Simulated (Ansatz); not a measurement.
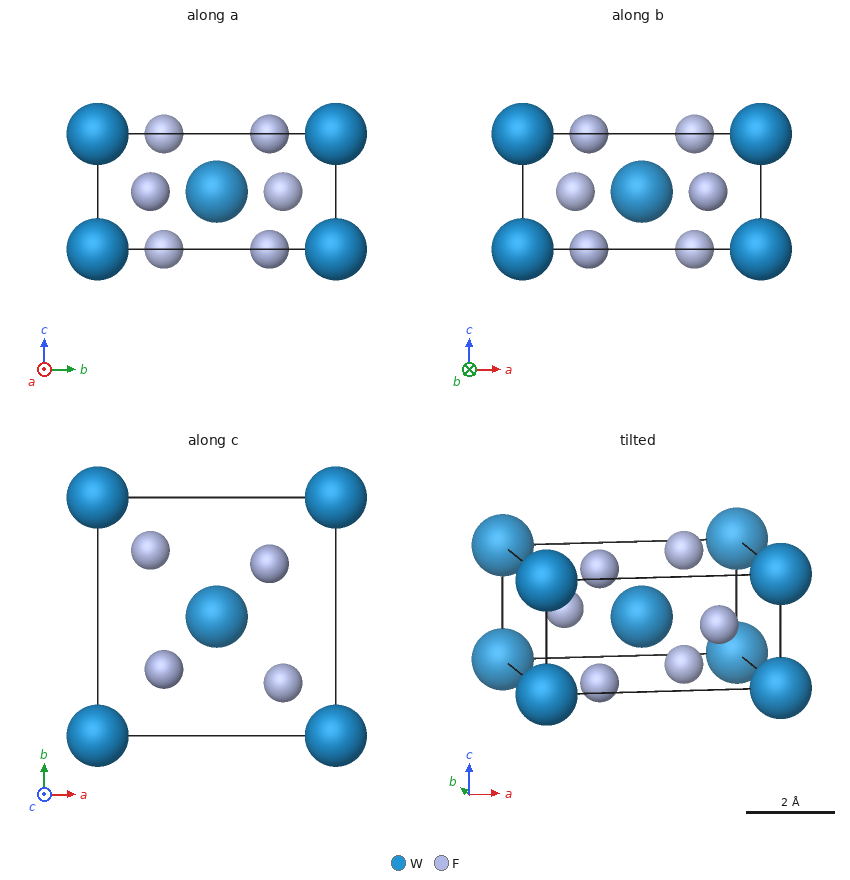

We look at a spheres-only model of the crystal along the a axis, along the b axis, along the c axis and slightly off an axis. The conventional unit cell is drawn as a box.

Lattice parameters: a = 5.4382 Å, b = 5.4382 Å, c = 2.6334 Å, α = 90.000°, β = 90.000°, γ = 90.000°.

### Convert the drawing into a CIF with its space group and independent sites, with free fractional coordinates to two decimals.

```cif
data_structure
_symmetry_space_group_name_H-M 'P 42/m n m'
_symmetry_Int_Tables_number 136
_cell_length_a 5.4382
_cell_length_b 5.4382
_cell_length_c 2.6334
_cell_angle_alpha 90.000
_cell_angle_beta 90.000
_cell_angle_gamma 90.000
_cell_volume 77.88
loop_
_atom_site_label
_atom_site_type_symbol
_atom_site_symmetry_multiplicity
_atom_site_Wyckoff_symbol
_atom_site_fract_x
_atom_site_fract_y
_atom_site_fract_z
_atom_site_occupancy
W1 W 2 a 0.00 0.00 0.00 1
F1 F 4 f 0.28 0.28 0.00 1
```

Provenance: a structure type filled with these elements by a generator (whether the compound takes this form wasn't checked). Earlier steps of the study may have refined or changed the cell and positions. It went into a calculation with Ansatz.
